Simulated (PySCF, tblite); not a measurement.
# C8H18AlN: geometry, infrared bands and NMR shifts, part 2 of 2

tblite 0.8.0 and PySCF 2.14.0. Atoms count from 0.

### Step 5. Shielding tensors: PBE0/pcSseg-1

What the job is given:

```
{"job": {"kind": "nmr", "xc": "PBE0", "basis": "pcSseg-1"}, "charge": 0, "multiplicity": 1}
C      3.730919    -0.593424     0.124167
C      2.609430    -0.621776    -0.596076
C      1.258880    -1.009717    -0.081763
C      0.229103     0.108419    -0.269333
C      0.466434     1.304353     0.655282
C     -0.589910     2.399702     0.461882
Al    -2.220115     1.473832    -0.227608
N     -1.192254    -0.344642    -0.145632
C     -1.478830    -0.999467     1.136063
C     -1.605762    -1.209955    -1.253279
H      3.733460    -0.859256     1.186281
H      4.687369    -0.305557    -0.319448
H      2.652826    -0.340416    -1.656699
H      1.333959    -1.283409     0.983113
H      0.926429    -1.912623    -0.624486
H      0.304541     0.474052    -1.309913
H      0.469547     0.942564     1.698962
H      1.496683     1.654643     0.475428
H     -0.244583     3.130441    -0.289627
H     -0.737840     2.966168     1.394606
H     -3.499615     1.202489     0.709617
H     -2.506390     1.615558    -1.806793
H     -1.215227    -0.335889     1.969408
H     -2.555414    -1.204609     1.199679
H     -0.925927    -1.948013     1.238792
H     -1.105356    -2.192848    -1.215490
H     -2.691808    -1.372265    -1.201869
H     -1.379375    -0.718990    -2.208615
```

Method: GIAO PBE0/pcSseg-1 NMR shielding, non-relativistic, gas phase.

The program printed:

```text
coarse grid: 22536 points
cycle   1  E = -612.0930474939  dE =  8.299e-01  |g| = 5.080e-01  |ddm| = 4.550e+00
cycle   2  E = -612.0817534489  dE =  1.129e-02  |g| = 5.648e-01  |ddm| = 1.071e+00
cycle   3  E = -612.1645619200  dE = -8.281e-02  |g| = 6.501e-02  |ddm| = 5.922e-01
cycle   4  E = -612.1654166904  dE = -8.548e-04  |g| = 3.046e-02  |ddm| = 8.677e-02
cycle   5  E = -612.1656309925  dE = -2.143e-04  |g| = 7.680e-03  |ddm| = 3.291e-02
cycle   6  E = -612.1656430789  dE = -1.209e-05  |g| = 3.306e-03  |ddm| = 9.494e-03
cycle   7  E = -612.1656457275  dE = -2.649e-06  |g| = 5.019e-04  |ddm| = 2.777e-03
final grid: 209248 points
cycle   8  E = -612.2267742228  dE = -9.248e-05  |g| = 1.062e-02  |ddm| = 5.850e-02
cycle   9  E = -612.2267661298  dE =  8.093e-06  |g| = 1.196e-02  |ddm| = 2.080e-02
cycle  10  E = -612.2268039456  dE = -3.782e-05  |g| = 1.169e-03  |ddm| = 1.182e-02
cycle  11  E = -612.2268042507  dE = -3.051e-07  |g| = 3.923e-04  |ddm| = 1.474e-03
cycle  12  E = -612.2268042838  dE = -3.306e-08  |g| = 1.220e-04  |ddm| = 3.663e-04
cycle  13  E = -612.2268042869  dE = -3.154e-09  |g| = 4.672e-05  |ddm| = 1.374e-04
cycle  14  E = -612.2268042875  dE = -5.466e-10  |g| = 8.279e-06  |ddm| = 4.611e-05
converged SCF energy = -612.2268042875

GIAO shielding tensors (ppm)
atom      isotropic    diamagn.    paramagn.     s11        s22        s33       span
  0 C       58.001     253.244    -195.243    -58.450     79.149    153.303    211.753
  1 C       39.074     256.008    -216.934    -83.368     47.400    153.190    236.558
  2 C      150.436     249.718     -99.283    138.408    150.186    162.712     24.304
  3 C      116.225     254.289    -138.064     92.537    112.831    143.306     50.768
  4 C      153.993     248.726     -94.733    130.624    155.558    175.798     45.174
  5 C      186.751     249.229     -62.478    169.329    184.144    206.779     37.450
  6 Al     384.698     796.615    -411.917    356.426    389.365    408.302     51.877
  7 N      215.175     322.349    -107.174    185.694    221.602    238.230     52.536
  8 C      147.381     249.407    -102.026    125.110    137.802    179.231     54.121
  9 C      138.968     248.131    -109.163    107.896    127.568    181.440     73.544
 10 H       25.813      30.936      -5.123     21.745     25.091     30.604      8.859
 11 H       25.845      27.103      -1.258     22.514     24.765     30.257      7.743
 12 H       25.456      31.326      -5.870     22.552     24.496     29.320      6.768
 13 H       29.719      34.885      -5.166     25.601     29.967     33.588      7.988
 14 H       28.886      33.259      -4.373     23.198     30.539     32.922      9.725
 15 H       29.101      37.485      -8.384     26.583     27.930     32.791      6.208
 16 H       30.088      34.431      -4.343     26.270     29.639     34.355      8.086
 17 H       29.065      33.126      -4.061     21.891     30.096     35.207     13.316
 18 H       31.208      30.492       0.716     26.410     28.139     39.074     12.663
 19 H       31.249      29.729       1.520     26.215     28.130     39.402     13.188
 20 H       27.101      30.492      -3.392     23.703     25.622     31.977      8.273
 21 H       27.123      30.801      -3.678     23.780     25.716     31.873      8.093
 22 H       28.845      32.414      -3.569     23.989     27.597     34.949     10.960
 23 H       28.996      31.048      -2.052     24.501     26.655     35.833     11.332
 24 H       29.641      32.318      -2.677     24.611     28.556     35.755     11.145
 25 H       28.960      31.636      -2.676     24.492     27.624     34.764     10.272
 26 H       28.566      29.991      -1.426     24.089     25.986     35.622     11.533
 27 H       28.868      31.448      -2.580     24.709     26.192     35.705     10.996
```

Wall time 50 s (1 thread of AMD EPYC 9R45, shared host); peak memory 1.4 GiB.

The references, computed at this level on geometries of the same kind, shield at (ppm): 1H TMS 31.27, 13C TMS 184.4, 15N NH3 265.7, 27Al AlH4- 489.3. Their shielding less the atom's gives the shift. The references are single molecules in the gas phase, so shifts against H2O, NH3, PH3, H3PO4 or CFCl3 are not on the usual liquid scales and can be off by tens of ppm. Shifts against hydride references such as AlH4− lie on their own scale. Atoms listed in one row are averaged.

```tsv
atoms	environment	σ (ppm)	δ (ppm)
C1	alkene CH	39.1	145.3
C0	terminal =CH2 carbon	58.0	126.4
C3	sp3 CH bonded to N	116.2	68.2
C9	methyl carbon bonded to N	139.0	45.4
C8	methyl carbon bonded to N	147.4	37.0
C2	allylic sp3 CH2	150.4	34.0
C4	sp3 CH2 in a ring	154.0	30.4
C5	sp3 CH2 bonded to Al	186.8	-2.3
H12	hydrogen on an alkene CH	25.46	5.81
H10	hydrogen on a terminal =CH2 carbon	25.81	5.45
H11	hydrogen on a terminal =CH2 carbon	25.85	5.42
H20	hydrogen on an aluminium bonded to C, N, in a 5-membered ring	27.10	4.17
H21	hydrogen on an aluminium bonded to C, N, in a 5-membered ring	27.12	4.14
H25, H26, H27	hydrogen on a methyl carbon bonded to N	28.80	2.47
H14	hydrogen on an allylic sp3 CH2	28.89	2.38
H17	hydrogen on an sp3 CH2 in a ring	29.06	2.20
H15	hydrogen on an sp3 CH bonded to N	29.10	2.17
H22, H23, H24	hydrogen on a methyl carbon bonded to N	29.16	2.11
H13	hydrogen on an allylic sp3 CH2	29.72	1.55
H16	hydrogen on an sp3 CH2 in a ring	30.09	1.18
H18	hydrogen on an sp3 CH2 bonded to Al	31.21	0.06
H19	hydrogen on an sp3 CH2 bonded to Al	31.25	0.02
Al6	aluminium bonded to C, N, 2 H, in a 5-membered ring	384.7	104.6
N7	donor nitrogen of a Lewis adduct	215.2	50.5
```

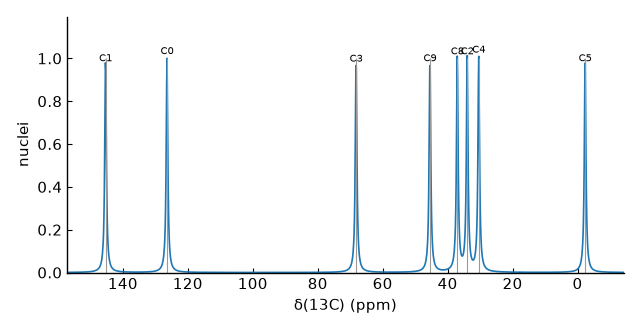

13C lines at the computed shifts, without couplings. Lines are broadened to a width of 0.59 ppm (Lorentzian).

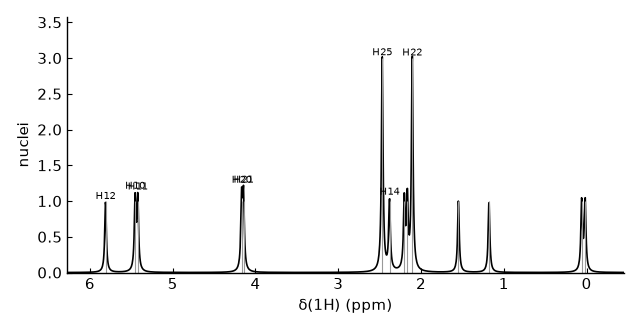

1H lines at the computed shifts, without couplings. Lines are broadened to a width of 0.02 ppm (Lorentzian).

Charges from the same density, by scheme (e):

```tsv
atoms	Mulliken	IAO	Hirshfeld	ESP fit
C0	-0.15	-0.31	-0.10	-0.49
C1	-0.24	-0.13	-0.03	-0.08
C2	-0.13	-0.26	-0.07	-0.25
C3	-0.14	-0.01	0.03	0.18
C4	-0.14	-0.24	-0.08	-0.09
C5	-0.56	-0.62	-0.23	-0.48
Al6	0.75	0.58	0.33	0.68
N7	-0.78	-0.20	-0.02	-0.11
C8	-0.09	-0.30	-0.05	-0.46
C9	-0.08	-0.30	-0.05	-0.44
```

ESP fit charges:

C0 -0.49; C1 -0.08; C2 -0.25; C3 0.18; C4 -0.09; C5 -0.48; Al6 0.68; N7 -0.11; C8 -0.46; C9 -0.44; H10 0.20; H11 0.20; H12 0.13; H13 0.12; H14 0.12; H15 0.07; H16 0.07; H17 0.07; H18 0.09; H19 0.09; H20 -0.33; H21 -0.33; H22 0.17; H23 0.20; H24 0.15; H25 0.16; H26 0.18; H27 0.17

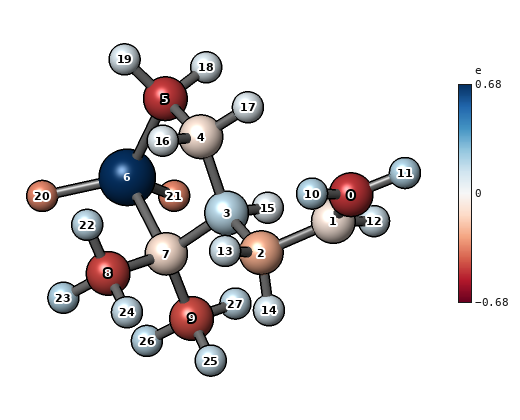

ESP fit charges, as colours on the atoms.

Mayer bond orders: C0–C1 1.98, C1–C2 1.04, C2–C3 1.00, C3–C4 1.00, C4–C5 1.03, C5–Al6 0.79, Al6–N7 0.34, N7–C8 0.91, N7–C9 0.92, N7–C3 0.83.

Ring of atoms C3, C4, C5, Al6, N7: NICS(0) -4.5, NICS(1) -3.1, NICS(1)zz -0.8 ppm (means of both faces).

### Step 6. NMR shieldings: HF/pcSseg-1

The job, as its differences from that of step 5:

```diff
@@ -1,2 +1,2 @@
-{"job": {"kind": "nmr", "xc": "PBE0", "basis": "pcSseg-1"}, "charge": 0, "multiplicity": 1}
+{"job": {"kind": "nmr", "xc": "HF", "basis": "pcSseg-1", "pop": false}, "charge": 0, "multiplicity": 1}
 C      3.730919    -0.593424     0.124167
```

With the program's defaults for keys left out, this is: GIAO HF/pcSseg-1 NMR shielding, non-relativistic, gas phase.

The program printed:

```text
final grid: 209248 points
cycle   1  E = -609.5462552209  dE =  1.929e+00  |g| = 6.106e-01  |ddm| = 4.424e+00
cycle   2  E = -609.6681463924  dE = -1.219e-01  |g| = 2.551e-01  |ddm| = 8.505e-01
cycle   3  E = -609.6840863530  dE = -1.594e-02  |g| = 9.487e-02  |ddm| = 3.186e-01
cycle   4  E = -609.6868547781  dE = -2.768e-03  |g| = 1.687e-02  |ddm| = 1.286e-01
cycle   5  E = -609.6869261891  dE = -7.141e-05  |g| = 3.484e-03  |ddm| = 1.768e-02
cycle   6  E = -609.6869317192  dE = -5.530e-06  |g| = 9.651e-04  |ddm| = 7.217e-03
cycle   7  E = -609.6869321727  dE = -4.535e-07  |g| = 3.644e-04  |ddm| = 1.988e-03
cycle   8  E = -609.6869322344  dE = -6.171e-08  |g| = 1.030e-04  |ddm| = 7.755e-04
cycle   9  E = -609.6869322418  dE = -7.370e-09  |g| = 3.983e-05  |ddm| = 2.694e-04
cycle  10  E = -609.6869322426  dE = -7.412e-10  |g| = 1.215e-05  |ddm| = 7.882e-05
converged SCF energy = -609.6869322426

GIAO shielding tensors (ppm)
atom      isotropic    diamagn.    paramagn.     s11        s22        s33       span
  0 C       64.766     253.464    -188.697    -66.217     98.591    161.924    228.141
  1 C       45.728     256.365    -210.637    -92.596     65.928    163.853    256.449
  2 C      161.420     246.763     -85.343    151.464    161.204    171.591     20.127
  3 C      131.727     251.104    -119.377    110.593    128.131    156.458     45.865
  4 C      165.689     245.963     -80.274    146.420    167.200    183.448     37.028
  5 C      194.510     248.905     -54.395    178.259    194.047    211.225     32.965
  6 Al     432.492     792.815    -360.323    414.532    434.800    448.143     33.611
  7 N      240.090     325.953     -85.863    212.089    247.335    260.847     48.758
  8 C      156.747     246.010     -89.263    138.606    146.930    184.704     46.098
  9 C      149.397     244.695     -95.298    121.996    139.681    186.514     64.518
 10 H       26.264      30.936      -4.672     22.159     24.991     31.643      9.484
 11 H       26.316      27.441      -1.125     22.747     24.747     31.455      8.708
 12 H       25.977      31.336      -5.359     22.914     25.148     29.870      6.956
 13 H       30.199      34.776      -4.577     25.674     30.465     34.458      8.784
 14 H       29.600      33.645      -4.045     23.378     31.220     34.202     10.825
 15 H       29.980      37.219      -7.238     26.950     28.822     34.170      7.220
 16 H       30.835      34.362      -3.527     26.790     30.066     35.648      8.858
 17 H       29.792      33.280      -3.488     22.310     30.590     36.478     14.168
 18 H       31.846      30.968       0.878     26.703     28.627     40.207     13.504
 19 H       31.877      30.329       1.548     26.464     28.534     40.633     14.169
 20 H       27.963      30.794      -2.832     24.482     26.320     33.086      8.605
 21 H       28.009      31.035      -3.026     24.607     26.431     32.990      8.382
 22 H       29.406      32.043      -2.637     24.241     28.273     35.704     11.462
 23 H       29.444      31.372      -1.928     24.596     26.741     36.996     12.400
 24 H       30.105      32.236      -2.131     24.875     28.872     36.568     11.692
 25 H       29.486      31.577      -2.090     24.605     28.179     35.675     11.070
 26 H       29.180      30.365      -1.185     24.363     26.360     36.818     12.455
 27 H       29.340      31.170      -1.830     24.921     26.521     36.578     11.657
```

Wall time 26 s (1 thread of AMD EPYC 9R45, shared host); peak memory 1.3 GiB.

This run: δ C1 145.1, C0 126.1, C3 59.1, C9 41.5, H12 5.71, H10 5.42 ppm.

### Step 7. Comparing the runs: NMR shifts

Shifts (ppm) of some atoms, chosen among heavy atoms and hydrogens apart, with basis size and wall time:

```tsv
run	C3	C2	C4	H21	H15	Al6	N7	functions	time
PBE0/pcSseg-1	68.2	34.0	30.4	4.14	2.17	104.6	50.5	267	50 s
HF/pcSseg-1	59.1	29.4	25.2	3.68	1.71	83.7	25.6	267	26 s
```

### Step 8. Summary of results

This closing draws on all 2 parts.

| quantity | value |
| --- | --- |
| strongest single infrared mode (GFN2-xTB) | 679 cm⁻¹, 498 km/mol |
| zero-point energy (GFN2-xTB) | 148.3 kcal/mol |
| point group | C1 |
| rotational constants (main isotopes) | 1.76, 0.75, 0.62 GHz |
| 13C shifts against TMS (PBE0/pcSseg-1) | 145.3, 126.4, 68.2, 45.4, 37.0, 34.0, 30.4, -2.3 ppm |
| 1H shifts against TMS (PBE0/pcSseg-1, means over atoms taken as alike) | 5.81, 5.45, 5.42, 4.17, 4.14, 2.47, 2.38, 2.20, 2.17, 2.11, 1.55, 1.18, 0.06, 0.02 ppm |
| 27Al shifts against AlH4- (PBE0/pcSseg-1) | 104.6 ppm |
| 15N shifts against NH3 (PBE0/pcSseg-1) | 50.5 ppm |
| range of the shift of N7 | 25.6 to 50.5 ppm |

In words: Over 163 steps the energy fell by 1.109 eV; of the close pairs, Al6–N7 changed most, 1.919 to 2.066 Å (GFN2-xTB). All 78 modes are real, so the xTB geometry is a minimum. The strongest single mode, at 679 cm⁻¹, is carried by H21, H20, Al6. Unscaled tight-binding wavenumbers are off by several per cent, some by more. Its intensities can rank the bands wrongly. The optimisation took 8 steps and gained 0.205 eV; among the close pairs (by a distance rule), Al6–H21 changed most, from 1.576 to 1.611 Å (PBE0/def2-SVP). No frequency check was run at this level, so the end point may be a saddle. C1 (alkene CH) lies farthest downfield among carbon, at 145.3 ppm; an sp2 carbon of a C=C bond. H12 (hydrogen on an alkene CH) lies farthest downfield among hydrogen, at 5.81 ppm; olefinic region. At PBE0/pcSseg-1: The largest span, 237 ppm, is at C1, where the paramagnetic term is -217 ppm. Across the 2 runs the shift of N7 moves most, between 25.6 (HF/pcSseg-1) and 50.5 ppm (PBE0/pcSseg-1).
